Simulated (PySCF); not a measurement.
## Electronic structure of C4H14O2Si3 in real space

```yaml
atoms:
  - { symbol: Si, position_ang: [4.3911, 0.2458, 0.3740] }
  - { symbol: O, position_ang: [3.4694, -1.0598, 0.6347] }
  - { symbol: Si, position_ang: [2.1316, -1.9555, 0.5052] }
  - { symbol: O, position_ang: [0.8478, -1.0315, 0.1733] }
  - { symbol: Si, position_ang: [0.1718, 0.4335, 0.0120] }
  - { symbol: C, position_ang: [-1.5853, 0.1457, -0.6323] }
  - { symbol: C, position_ang: [-2.6071, -0.5017, 0.3293] }
  - { symbol: C, position_ang: [-3.5798, 0.6552, 0.0660] }
  - { symbol: C, position_ang: [-2.4882, 1.3917, -0.7214] }
  - { symbol: H, position_ang: [5.4898, 0.0875, 1.3244] }
  - { symbol: H, position_ang: [4.8522, 0.1964, -1.0138] }
  - { symbol: H, position_ang: [3.6031, 1.4521, 0.6266] }
  - { symbol: H, position_ang: [1.9259, -2.5496, 1.8168] }
  - { symbol: H, position_ang: [2.2863, -2.8499, -0.6322] }
  - { symbol: H, position_ang: [0.1482, 1.0688, 1.3333] }
  - { symbol: H, position_ang: [0.9611, 1.2276, -0.9348] }
  - { symbol: H, position_ang: [-1.5696, -0.3866, -1.5855] }
  - { symbol: H, position_ang: [-2.9611, -1.4886, 0.0368] }
  - { symbol: H, position_ang: [-2.2648, -0.5498, 1.3613] }
  - { symbol: H, position_ang: [-3.9457, 1.1715, 0.9516] }
  - { symbol: H, position_ang: [-4.4333, 0.3683, -0.5461] }
  - { symbol: H, position_ang: [-2.7628, 1.7010, -1.7282] }
  - { symbol: H, position_ang: [-2.0851, 2.2551, -0.1948] }
```

Geometry: GFN2-xTB.

All numbers below come from PBE0/pcSseg-1, SCF density, gas phase, non-relativistic (PySCF).

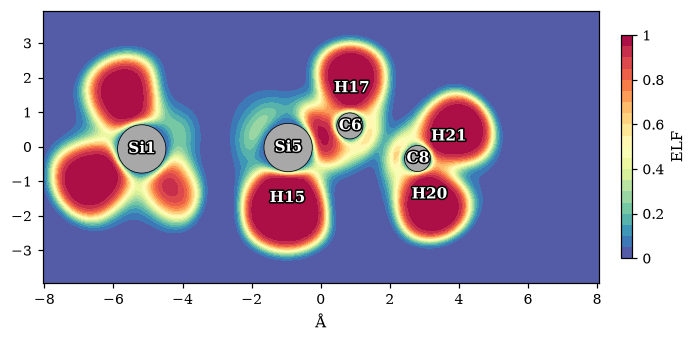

Figure 1. ELF on the plane of atoms H20, C8 and H21. Grey discs cover the atomic cores.

Q: Describe what can be read from this map.

A: Atoms in the plane: Si, C and H.
C–Si (1.89 Å): the ELF peaks at about 0.95 between the atoms (a shared electron pair).
C–H (1.09 Å): the ELF climbs to about 1 towards the hydrogen, as it does in any bond to H: a covalent bond by its length.
Si–H (1.47 Å): the ELF climbs to about 1 towards the hydrogen.

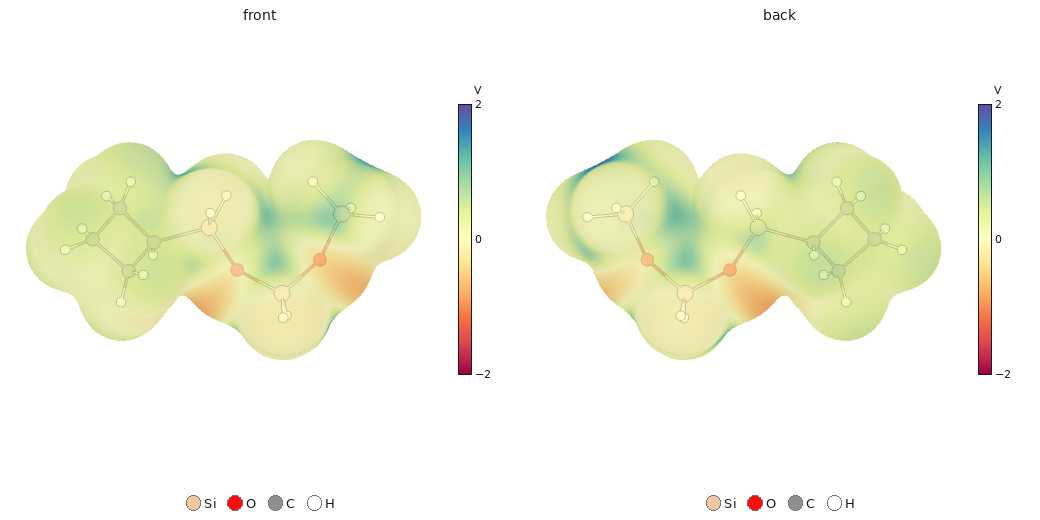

Figure 2. The electrostatic potential painted on the density surface at 0.002 e/bohr³, seen from the front and from behind; the colour scale runs from red (negative) to blue (positive).

Q: Describe the electrostatic potential map.

A: The most negative region (about −0.8 V, or −18 kcal/mol for a unit charge) lies over O4, the most positive (about +1.6 V, or +37 kcal/mol for a unit charge) over Si1.

Q: How polar is the molecule by this calculation?

A: Its dipole moment is 0.85 D.
